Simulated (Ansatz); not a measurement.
C2H6Cl2Si (SMILES CC[SiH](Cl)Cl)

Input file:

```
basis:
  gaussian:
    orbitals: def2-SVPD
crystal:
  periodic: [false, false, false]
  atoms:
    - symbol: C
      position_ang: [0.287060, 0.998144, -0.017508]
    - symbol: C
      position_ang: [1.655625, 0.352862, -0.273357]
    - symbol: Cl
      position_ang: [2.492421, 2.700566, -2.323463]
    - symbol: Cl
      position_ang: [4.205782, -0.223031, -2.171569]
    - symbol: Si
      position_ang: [2.326552, 0.650005, -2.000305]
    - symbol: H
      position_ang: [0.330578, 2.096902, -0.158646]
    - symbol: H
      position_ang: [-0.487936, 0.605371, -0.707753]
    - symbol: H
      position_ang: [-0.063013, 0.804475, 1.016501]
    - symbol: H
      position_ang: [1.619391, -0.749924, -0.131184]
    - symbol: H
      position_ang: [2.420293, 0.728906, 0.440161]
    - symbol: H
      position_ang: [1.459156, 0.093697, -3.086853]
hamiltonian:
  xc: pbe0
output: {forces: true, orbitals: {seedname: orbitals}}
```

Command:

```sh
ansatz run input.yaml --threads 2 --pin off --max-ram 4350MiB --events-out events.jsonl --progress --plain --runs-dir runs
```

Geometry: PBE-D3(BJ)/def2-SVP.

The calculation used Ansatz, isolated molecule in a Gaussian basis; Kohn-Sham density functional theory, functional PBE0.

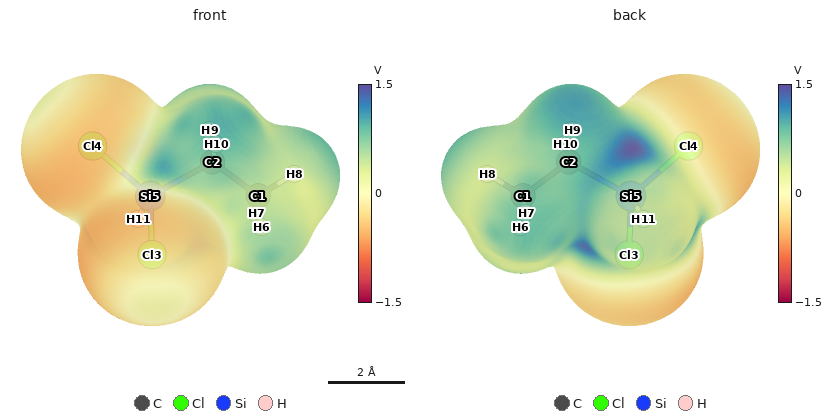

Figure 1. The molecular electrostatic potential painted on the density surface at 0.002 e/bohr³, seen from the front and from behind; red is negative and blue positive.

**Where is the surface potential most negative and most positive?**

The most negative region (about −0.6 V, or −14 kcal/mol for a unit charge) lies over Cl3 and Cl4, the most positive (about +1.3 V, or +30 kcal/mol for a unit charge) over Si5. Cl4 shows a σ-hole: about +0.1 V at the tip opposite its bond, against about −0.4 V, or −9 kcal/mol for a unit charge on its flanks.

**What dipole moment does the calculation give?**

Its dipole moment is 2.38 D.

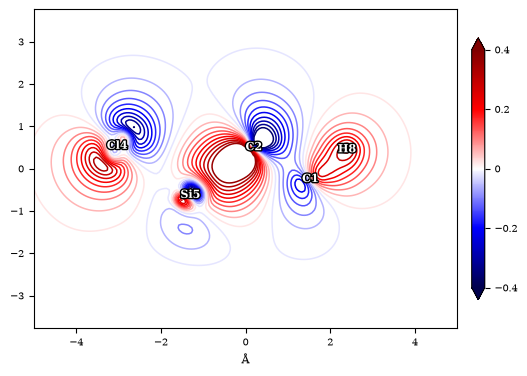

Figure 2. The HOMO on the plane of atoms C2, Si5 and Cl4 (values in Å⁻³ᐟ²; the overall sign is arbitrary).

**Where does this orbital lie, and at what energy?**

It lies mainly on C2 (about 20 %), Cl3 (about 20 %), Cl4 (about 20 %), Si5 (about 15 %) and H11 (about 10 %). Its energy is −8.67 eV.
